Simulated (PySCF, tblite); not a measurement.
**C4H12Si3: geometry, infrared bands and NMR shifts**

What infrared bands and NMR shifts should C4H12Si3 (`C=C[Si@H]1[SiH2][C@H](C)[SiH2]1`) show?

The runs use tblite 0.8.0 and PySCF 2.14.0, with density-fitted response routines of our own; the level of theory stands in each step. All values are computed, except where a source is named. Atoms count from 0, in the outputs and in this text.

### Step 1. Starting geometry

19 atoms, charge 0, multiplicity 1; geometry from: force field or distance geometry start.

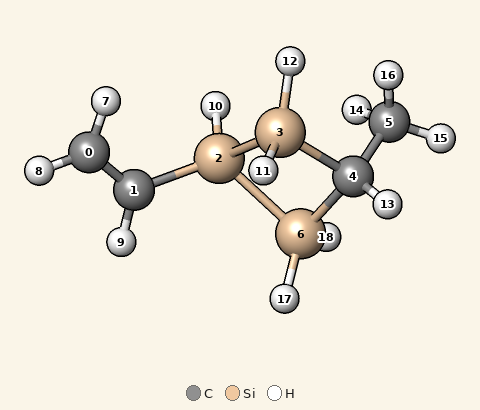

The starting geometry (carbon grey, silicon light orange, hydrogen white), atoms numbered.

### Step 2. Relaxing the molecule with GFN2-xTB

Job settings and geometry (Å):

```
{"job": {"kind": "relax", "xc": "GFN2-xTB", "basis": "xTB"}, "charge": 0, "multiplicity": 1}
C     -3.268000     1.030300    -0.659800
C     -2.606500     0.061600    -0.041900
Si    -0.878000    -0.405800    -0.501700
Si     0.576300     1.252600    -0.202900
C      1.729400    -0.064300     0.541200
C      2.563300    -0.593100    -0.620000
Si     0.389000    -1.252700     1.088200
H     -2.719000     1.534300    -1.465300
H     -4.279500     1.309500    -0.389400
H     -3.082000    -0.486200     0.788300
H     -0.846000    -1.026100    -1.813500
H      0.219800     2.213400     0.849300
H      1.065900     1.840200    -1.418500
H      2.350300     0.279700     1.378500
H      1.895300    -1.233500    -1.226600
H      3.469400    -1.089000    -0.239600
H      2.786900     0.301800    -1.269300
H     -0.115100    -1.033000     2.435100
H      0.738700    -2.630600     0.775600
```

Started as:

```bash
OMP_NUM_THREADS=1 python probes_run.py task.json out
```

This one command runs all jobs of the session in turn.

Standard output:

```text
step      E/eV     max force
  0    -536.93398    2.338
  1    -537.14938    0.812
  2    -537.26863    0.855
  3    -537.36347    0.689
  4    -537.42514    0.547
  5    -537.46512    0.529
  6    -537.49774    0.425
  7    -537.53432    0.489
  8    -537.58669    0.746
  9    -537.63038    0.675
 10    -537.65858    0.398
 11    -537.67217    0.225
 12    -537.68016    0.177
 13    -537.68685    0.208
 14    -537.69256    0.149
 15    -537.69733    0.159
 16    -537.70205    0.211
 17    -537.70768    0.208
 18    -537.71424    0.216
 19    -537.72082    0.259
 20    -537.72663    0.220
 21    -537.73144    0.156
 22    -537.73528    0.145
 23    -537.73875    0.185
 24    -537.74252    0.188
 25    -537.74637    0.154
 26    -537.74975    0.154
 27    -537.75223    0.096
 28    -537.75379    0.095
 29    -537.75502    0.113
 30    -537.75658    0.130
 31    -537.75869    0.126
 32    -537.76126    0.165
 33    -537.76395    0.151
 34    -537.76642    0.141
 35    -537.76855    0.130
 36    -537.77038    0.119
 37    -537.77177    0.102
 38    -537.77286    0.078
 39    -537.77397    0.102
 40    -537.77531    0.108
 41    -537.77675    0.122
 42    -537.77802    0.092
 43    -537.77911    0.085
 44    -537.78005    0.071
 45    -537.78069    0.075
 46    -537.78118    0.045
 47    -537.78151    0.045
 48    -537.78189    0.064
 49    -537.78247    0.102
 50    -537.78323    0.107
 51    -537.78400    0.070
 52    -537.78469    0.068
 53    -537.78538    0.064
 54    -537.78614    0.092
 55    -537.78676    0.072
 56    -537.78713    0.037
 57    -537.78738    0.039
 58    -537.78768    0.055
 59    -537.78811    0.071
 60    -537.78856    0.054
 61    -537.78890    0.040
 62    -537.78916    0.040
 63    -537.78944    0.063
 64    -537.78981    0.065
 65    -537.79017    0.042
 66    -537.79043    0.041
 67    -537.79072    0.046
 68    -537.79109    0.056
 69    -537.79150    0.051
 70    -537.79182    0.037
 71    -537.79206    0.040
 72    -537.79235    0.053
 73    -537.79276    0.062
 74    -537.79321    0.050
 75    -537.79359    0.040
 76    -537.79396    0.047
 77    -537.79446    0.068
 78    -537.79513    0.078
 79    -537.79579    0.074
 80    -537.79627    0.053
 81    -537.79665    0.047
 82    -537.79716    0.064
 83    -537.79793    0.080
 84    -537.79876    0.067
 85    -537.79931    0.055
 86    -537.79963    0.047
 87    -537.79991    0.050
 88    -537.80023    0.057
 89    -537.80050    0.034
 90    -537.80068    0.033
 91    -537.80079    0.026
 92    -537.80092    0.031
 93    -537.80107    0.037
 94    -537.80122    0.037
 95    -537.80133    0.026
 96    -537.80143    0.021
 97    -537.80153    0.025
 98    -537.80162    0.022
 99    -537.80170    0.017
100    -537.80178    0.022
101    -537.80189    0.023
102    -537.80202    0.027
103    -537.80216    0.025
104    -537.80229    0.023
105    -537.80246    0.037
106    -537.80271    0.050
107    -537.80303    0.050
108    -537.80337    0.047
109    -537.80372    0.045
110    -537.80414    0.052
111    -537.80468    0.061
112    -537.80531    0.068
113    -537.80594    0.065
114    -537.80651    0.074
115    -537.80729    0.065
116    -537.80825    0.063
117    -537.80925    0.078
118    -537.81043    0.127
119    -537.81145    0.109
120    -537.81252    0.093
121    -537.81366    0.064
122    -537.81488    0.074
123    -537.81566    0.061
124    -537.81612    0.063
125    -537.81665    0.044
126    -537.81707    0.057
127    -537.81755    0.060
128    -537.81799    0.059
129    -537.81853    0.062
130    -537.81912    0.057
131    -537.81984    0.065
132    -537.82058    0.064
133    -537.82118    0.083
134    -537.82188    0.074
135    -537.82249    0.050
136    -537.82290    0.045
137    -537.82344    0.050
138    -537.82387    0.061
139    -537.82434    0.074
140    -537.82487    0.067
141    -537.82548    0.079
142    -537.82638    0.077
143    -537.82741    0.101
144    -537.82848    0.091
145    -537.82931    0.063
146    -537.82973    0.094
147    -537.82926    0.149
148    -537.83082    0.057
149    -537.83126    0.048
150    -537.83276    0.061
151    -537.83335    0.073
152    -537.83406    0.052
153    -537.83472    0.048
154    -537.83500    0.052
155    -537.83528    0.046
156    -537.83562    0.035
157    -537.83586    0.049
158    -537.83625    0.062
159    -537.83665    0.078
160    -537.83698    0.072
161    -537.83736    0.064
162    -537.83801    0.064
163    -537.83863    0.068
164    -537.83921    0.054
165    -537.83953    0.100
166    -537.84024    0.064
167    -537.84075    0.045
168    -537.84165    0.042
169    -537.84214    0.064
170    -537.84289    0.062
171    -537.84336    0.087
172    -537.84409    0.059
173    -537.84455    0.073
174    -537.84509    0.044
175    -537.84552    0.054
176    -537.84593    0.056
177    -537.84679    0.068
178    -537.84765    0.073
179    -537.84864    0.079
180    -537.84942    0.080
181    -537.85018    0.108
182    -537.85097    0.083
183    -537.85216    0.071
184    -537.85279    0.046
185    -537.85371    0.049
186    -537.85466    0.064
187    -537.85572    0.071
188    -537.85656    0.121
189    -537.85742    0.075
190    -537.85828    0.062
191    -537.85933    0.046
192    -537.85994    0.048
193    -537.86034    0.047
194    -537.86067    0.057
195    -537.86104    0.037
196    -537.86144    0.041
197    -537.86170    0.043
198    -537.86183    0.040
199    -537.86194    0.030
200    -537.86203    0.025
201    -537.86210    0.026
202    -537.86216    0.026
203    -537.86222    0.019
204    -537.86233    0.024
205    -537.86238    0.024
206    -537.86247    0.021
207    -537.86254    0.018
208    -537.86260    0.019
209    -537.86265    0.017
210    -537.86268    0.023
211    -537.86272    0.015
212    -537.86276    0.013
213    -537.86284    0.014
214    -537.86288    0.020
215    -537.86295    0.021
216    -537.86301    0.018
217    -537.86306    0.013
218    -537.86310    0.019
219    -537.86314    0.019
220    -537.86320    0.016
221    -537.86330    0.016
222    -537.86335    0.018
223    -537.86344    0.022
224    -537.86352    0.018
225    -537.86363    0.021
226    -537.86372    0.028
227    -537.86377    0.022
228    -537.86381    0.014
229    -537.86384    0.012
230    -537.86388    0.011
231    -537.86390    0.012
232    -537.86392    0.013
233    -537.86394    0.010
```

Wall time 3.8 s (1 thread of Arm Neoverse N1, shared host).

Relaxation path: (not every step is listed)

| step | energy from step 0 (eV) | largest force (eV/Å) |
| --- | --- | --- |
| 0 | 0.0000 | 2.3376 |
| 1 | -0.2154 | 0.8120 |
| 2 | -0.3347 | 0.8553 |
| 3 | -0.4295 | 0.6889 |
| 4 | -0.4912 | 0.5468 |
| 5 | -0.5311 | 0.5287 |
| 6 | -0.5638 | 0.4254 |
| 7 | -0.6003 | 0.4894 |
| 8 | -0.6527 | 0.7461 |
| 30 | -0.8226 | 0.1300 |
| 52 | -0.8507 | 0.0677 |
| 74 | -0.8592 | 0.0502 |
| 96 | -0.8674 | 0.0215 |
| 118 | -0.8764 | 0.1272 |
| 140 | -0.8909 | 0.0671 |
| 162 | -0.9040 | 0.0637 |
| 184 | -0.9188 | 0.0456 |
| 206 | -0.9285 | 0.0214 |
| 228 | -0.9298 | 0.0142 |
| 229 | -0.9299 | 0.0117 |
| 230 | -0.9299 | 0.0110 |
| 231 | -0.9299 | 0.0121 |
| 232 | -0.9299 | 0.0128 |
| 233 | -0.9300 | 0.0099 |

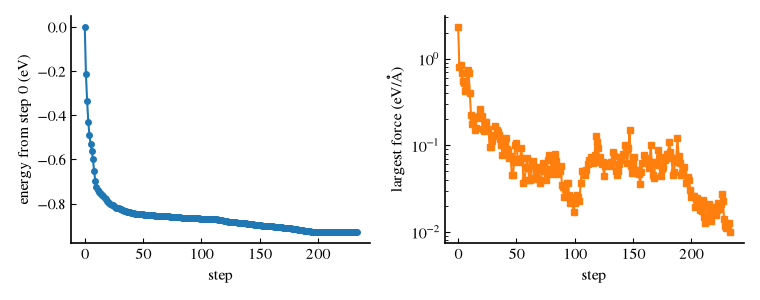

Energy and force, step by step.

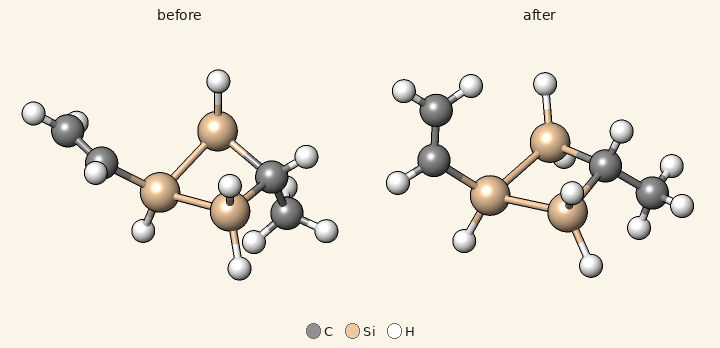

The geometry before (left) and after (right).

Close pairs (by a distance rule), those that changed most:

| bond | before (Å) | after (Å) | change (Å) |
| --- | --- | --- | --- |
| Si2–Si6 | 2.202 | 2.348 | +0.145 |
| Si2–Si3 | 2.226 | 2.344 | +0.118 |
| C4–Si6 | 1.873 | 1.944 | +0.071 |
| Si3–C4 | 1.902 | 1.945 | +0.043 |
| C5–H16 | 1.128 | 1.090 | -0.038 |
| C1–Si2 | 1.849 | 1.885 | +0.036 |
| Si3–H12 | 1.436 | 1.469 | +0.033 |
| Si2–H10 | 1.451 | 1.477 | +0.026 |

The final coordinates are the input of the step that follows.

### Step 3. Harmonic vibrations with GFN2-xTB

Job settings and geometry (Å):

```
{"job": {"kind": "ir", "xc": "GFN2-xTB", "basis": "xTB"}, "charge": 0, "multiplicity": 1}
C     -3.083329     1.106560     0.377336
C     -2.881780     0.032713    -0.370560
Si    -1.180137    -0.565025    -0.918051
Si     0.517163     1.040812    -1.100701
C      1.453669     0.098010     0.319189
C      2.852029    -0.364951    -0.078542
Si     0.251001    -1.362991     0.763349
H     -2.263287     1.727723     0.703658
H     -4.064812     1.423029     0.697851
H     -3.742743    -0.552024    -0.672275
H     -1.455740    -1.445537    -2.071870
H      0.273132     2.445848    -0.741942
H      1.344808     1.102318    -2.312822
H      1.573630     0.755621     1.186412
H      2.806984    -1.032420    -0.937771
H      3.335311    -0.901375     0.737658
H      3.484492     0.481504    -0.345146
H     -0.152300    -1.321170     2.176463
H      0.922107    -2.659393     0.595468
```

Standard output:

```text
mode    cm-1     km/mol
  1      13.9      0.16
  2      29.6      0.19
  3      91.4      2.07
  4     106.2      1.95
  5     225.1      0.02
  6     246.1      0.22
  7     253.1      2.64
  8     302.0      9.13
  9     316.4     10.86
 10     329.1      6.17
 11     376.7     12.32
 12     392.0     12.30
 13     423.3      1.25
 14     456.7     81.51
 15     483.0     95.98
 16     509.5      0.83
 17     516.0     25.24
 18     582.2    103.98
 19     600.1     78.05
 20     636.1    109.15
 21     695.2     64.18
 22     696.9    557.92
 23     722.7     26.16
 24     810.8    355.14
 25     818.3    122.70
 26     908.3     12.47
 27     986.1      4.40
 28    1003.8      3.68
 29    1022.8     11.31
 30    1029.5     10.51
 31    1087.2     24.11
 32    1133.1     14.53
 33    1269.8      5.56
 34    1281.5      0.55
 35    1419.7      0.39
 36    1420.3      3.45
 37    1518.1      0.41
 38    1518.8      2.94
 39    1656.3      3.50
 40    2097.6    248.46
 41    2165.6     28.72
 42    2174.9    945.68
 43    2189.6    301.57
 44    2192.6    145.19
 45    2916.6     35.03
 46    2992.6     35.41
 47    3000.0     57.05
 48    3015.2     28.16
 49    3023.5     36.77
 50    3068.0     36.76
 51    3087.4     65.65
```

Run time: 1.6 s. Hardware: 1 thread of Arm Neoverse N1, shared host.

Which atoms move in the most intense modes:

| cm⁻¹ | km/mol | atoms |
| --- | --- | --- |
| 636 | 109.2 | H10 78 % |
| 697 | 557.9 | H11 19 %, H12 15 %, H17 14 %, C4 12 % |
| 811 | 355.1 | H17 44 %, H18 42 % |
| 818 | 122.7 | H11 44 %, H12 42 % |
| 2098 | 248.5 | H10 95 % |
| 2175 | 945.7 | H17 38 %, H11 29 %, H18 22 % |
| 2190 | 301.6 | H18 53 %, H17 33 % |
| 2193 | 145.2 | H12 67 %, H11 19 % |

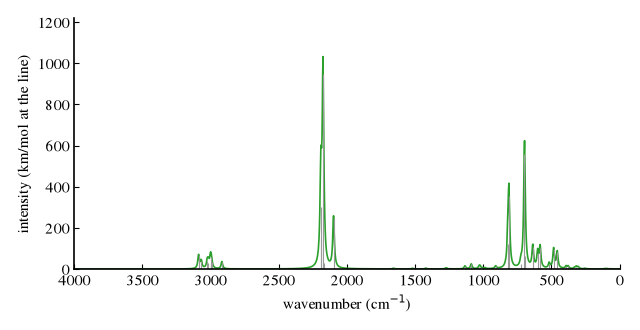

The infrared spectrum from these modes, unscaled. Lines are broadened to a width of 14 cm⁻¹ (Lorentzian).

### Step 4. NMR shieldings: PBE0/pcSseg-1

The job, as its differences from that of step 3:

```diff
@@ -1,2 +1,2 @@
-{"job": {"kind": "ir", "xc": "GFN2-xTB", "basis": "xTB"}, "charge": 0, "multiplicity": 1}
+{"job": {"kind": "nmr", "xc": "PBE0", "basis": "pcSseg-1"}, "charge": 0, "multiplicity": 1}
 C     -3.083329     1.106560     0.377336
```

With the program's defaults for keys left out, this is: GIAO PBE0/pcSseg-1 NMR shielding, non-relativistic, gas phase.

Standard output:

```text
coarse grid: 16656 points
cycle   1  E = -1027.3741872929  dE =  4.058e-01  |g| = 4.517e-01  |ddm| = 3.934e+00
cycle   2  E = -1027.3411458869  dE =  3.304e-02  |g| = 5.651e-01  |ddm| = 9.495e-01
cycle   3  E = -1027.4286451842  dE = -8.750e-02  |g| = 5.417e-02  |ddm| = 6.131e-01
cycle   4  E = -1027.4292305045  dE = -5.853e-04  |g| = 2.793e-02  |ddm| = 8.447e-02
cycle   5  E = -1027.4294420101  dE = -2.115e-04  |g| = 4.097e-03  |ddm| = 3.360e-02
cycle   6  E = -1027.4294468584  dE = -4.848e-06  |g| = 9.496e-04  |ddm| = 7.715e-03
final grid: 145080 points
cycle   7  E = -1027.4697536669  dE = -2.612e-05  |g| = 7.129e-03  |ddm| = 2.520e-02
cycle   8  E = -1027.4697460070  dE =  7.660e-06  |g| = 8.802e-03  |ddm| = 1.509e-02
cycle   9  E = -1027.4697669419  dE = -2.093e-05  |g| = 7.566e-04  |ddm| = 8.888e-03
cycle  10  E = -1027.4697670663  dE = -1.244e-07  |g| = 2.615e-04  |ddm| = 1.009e-03
cycle  11  E = -1027.4697670843  dE = -1.797e-08  |g| = 3.837e-05  |ddm| = 3.029e-04
cycle  12  E = -1027.4697670846  dE = -2.440e-10  |g| = 2.085e-05  |ddm| = 6.778e-05
converged SCF energy = -1027.4697670846

GIAO shielding tensors (ppm)
atom      isotropic    diamagn.    paramagn.     s11        s22        s33       span
  0 C       41.230     255.200    -213.970    -87.039     49.339    161.389    248.428
  1 C       47.759     261.651    -213.891    -70.771     35.215    178.834    249.605
  2 Si     402.677     883.004    -480.327    354.113    410.204    443.714     89.601
  3 Si     395.807     882.242    -486.435    338.594    373.869    474.958    136.364
  4 C      179.414     258.162     -78.749    162.493    182.104    193.643     31.150
  5 C      165.296     242.888     -77.592    145.537    168.610    181.741     36.203
  6 Si     389.986     882.136    -492.150    338.635    366.210    465.112    126.478
  7 H       25.379      34.027      -8.648     21.740     24.304     30.092      8.352
  8 H       25.078      27.600      -2.521     22.035     24.478     28.722      6.686
  9 H       25.075      28.932      -3.858     23.602     24.269     27.353      3.750
 10 H       26.568      30.886      -4.318     23.329     25.366     31.009      7.681
 11 H       26.899      30.852      -3.953     24.334     24.824     31.539      7.205
 12 H       27.386      30.866      -3.480     24.268     25.869     32.021      7.753
 13 H       30.232      33.739      -3.507     26.387     28.553     35.756      9.369
 14 H       30.259      29.566       0.692     26.563     29.063     35.150      8.586
 15 H       30.304      28.309       1.995     25.113     27.940     37.860     12.747
 16 H       30.305      28.304       2.001     25.072     28.054     37.788     12.716
 17 H       27.084      30.745      -3.661     24.386     24.969     31.896      7.510
 18 H       27.366      30.908      -3.542     24.247     25.945     31.906      7.658
```

Wall time 64 s (1 thread of Arm Neoverse N1, shared host); peak memory 0.84 GiB.

The references, computed at this level on geometries of the same kind, shield at (ppm): 1H TMS 31.72, 13C TMS 186.9, 29Si TMS 349.2. Their shielding less the atom's gives the shift. The references are single molecules in the gas phase. Atoms listed in one row are averaged.

| atoms | environment | σ (ppm) | δ (ppm) | δ scaled to CDCl3 |
| --- | --- | --- | --- | --- |
| C0 | terminal =CH2 carbon | 41.2 | 145.7 | 140.3 |
| C1 | alkene CH | 47.8 | 139.2 | 133.9 |
| C5 | methyl carbon | 165.3 | 21.6 | 19.2 |
| C4 | sp3 CH bonded to 2 Si | 179.4 | 7.5 | 5.4 |
| H9 | hydrogen on an alkene CH | 25.07 | 6.64 | 6.37 |
| H8 | hydrogen on a terminal =CH2 carbon | 25.08 | 6.64 | 6.36 |
| H7 | hydrogen on a terminal =CH2 carbon | 25.38 | 6.34 | 6.08 |
| H10 | hydrogen on a silicon bonded to C, 2 Si, in a 4-membered ring | 26.57 | 5.15 | – |
| H11, H17 | hydrogen on a silicon bonded to C, Si, in a 4-membered ring | 26.99 | 4.73 | – |
| H12, H18 | hydrogen on a silicon bonded to C, Si, in a 4-membered ring | 27.38 | 4.34 | – |
| H13 | hydrogen on an sp3 CH bonded to 2 Si | 30.23 | 1.49 | 1.51 |
| H14, H15, H16 | hydrogen on a methyl carbon | 30.29 | 1.43 | 1.45 |
| Si3, Si6 | silicon bonded to C, Si, 2 H, in a 4-membered ring | 392.9 | -43.7 | – |
| Si2 | silicon bonded to C, 2 Si, H, in a 4-membered ring | 402.7 | -53.5 | – |

The scaled column applies a straight-line fit of computed shieldings to shifts measured in CDCl3 (root-mean-square error 0.16 ppm for H, 1.9 ppm for C).

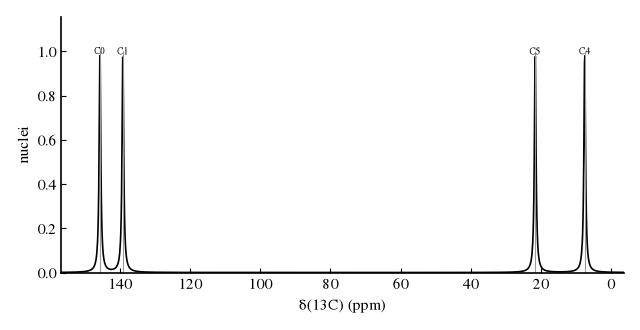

13C lines at the computed shifts, without couplings. Lines are broadened to a width of 0.55 ppm (Lorentzian).

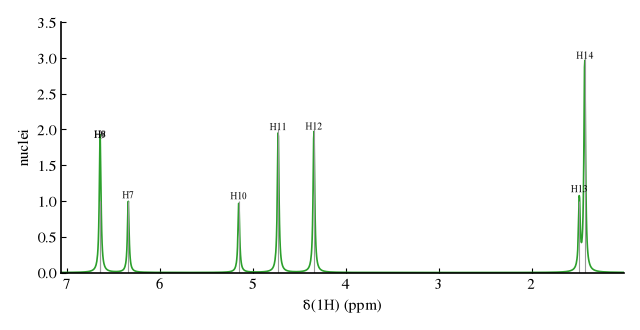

1H lines at the computed shifts, without couplings. Lines are broadened to a width of 0.02 ppm (Lorentzian).

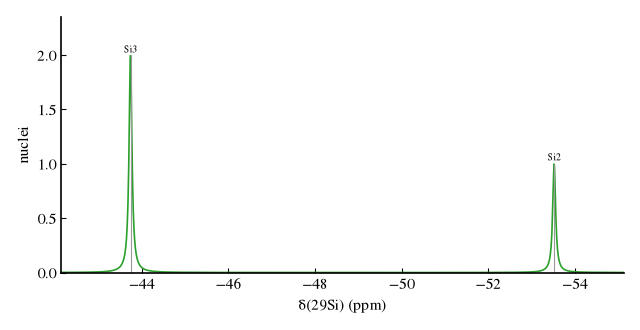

29Si lines at the computed shifts, without couplings. Lines are broadened to a width of 0.08 ppm (Lorentzian).

The run also stored atomic charges by several schemes (e):

| atoms | Mulliken | IAO | Hirshfeld | ESP fit |
| --- | --- | --- | --- | --- |
| C0 | -0.15 | -0.28 | -0.09 | -0.40 |
| C1 | -0.47 | -0.39 | -0.14 | -0.17 |
| Si2 | 0.15 | 0.31 | 0.18 | 0.08 |
| Si3, Si6 | 0.44 | 0.43 | 0.24 | 0.19 |
| C4 | -0.86 | -0.62 | -0.19 | 0.08 |
| C5 | -0.22 | -0.40 | -0.12 | -0.45 |

Mulliken charges:

C0 -0.15; C1 -0.47; Si2 0.15; Si3 0.43; C4 -0.86; C5 -0.22; Si6 0.46; H7 0.13; H8 0.12; H9 0.13; H10 -0.03; H11 -0.05; H12 -0.05; H13 0.17; H14 0.11; H15 0.12; H16 0.12; H17 -0.05; H18 -0.06

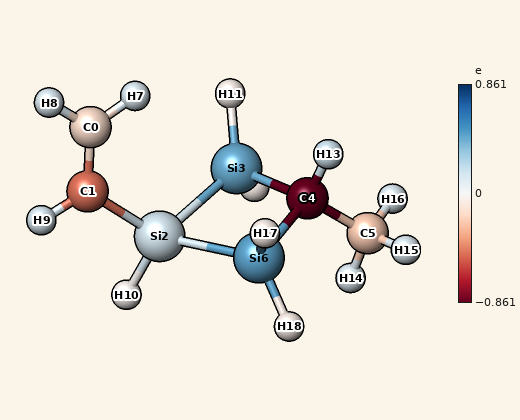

Mulliken charges, as colours on the atoms.

Mayer bond orders: C0–C1 1.99, C1–Si2 0.87, Si2–Si3 0.88, Si3–C4 0.86, C4–C5 1.03, C4–Si6 0.87, Si6–Si2 0.85.

Ring of atoms Si2, Si3, C4, Si6: NICS(0) 1.7, NICS(1) -0.4, NICS(1)zz 6.3 ppm (means of both faces).

### Step 5. Results

```
                                                                quantity                                               value
                               strongest single infrared mode (GFN2-xTB)                               2175 cm⁻¹, 946 km/mol
                                            zero-point energy (GFN2-xTB)                                       85.5 kcal/mol
                                  13C shifts against TMS (PBE0/pcSseg-1)                         145.7, 139.2, 21.6, 7.5 ppm
  1H shifts against TMS (PBE0/pcSseg-1, means over atoms taken as alike)  6.64, 6.64, 6.34, 5.15, 4.73, 4.34, 1.49, 1.43 ppm
29Si shifts against TMS (PBE0/pcSseg-1, means over atoms taken as alike)                                    -43.7, -53.5 ppm
```

What this shows: Over 233 steps the energy fell by 0.930 eV; of the close pairs, Si2–Si6 changed most, 2.202 to 2.348 Å. No mode is imaginary among the 51: a minimum at this level. The strongest single mode, at 2175 cm⁻¹, is spread over several atoms, H17, H11, H18 among them. GFN2-xTB is a fitted tight-binding method: band positions and strengths are rough. Its intensities can rank the bands wrongly. The most deshielded carbon is C0 (terminal =CH2 carbon), at 145.7 ppm: as expected for a trigonal carbon in a double bond. The most deshielded hydrogen is H9 (hydrogen on an alkene CH), at 6.64 ppm: olefinic region.
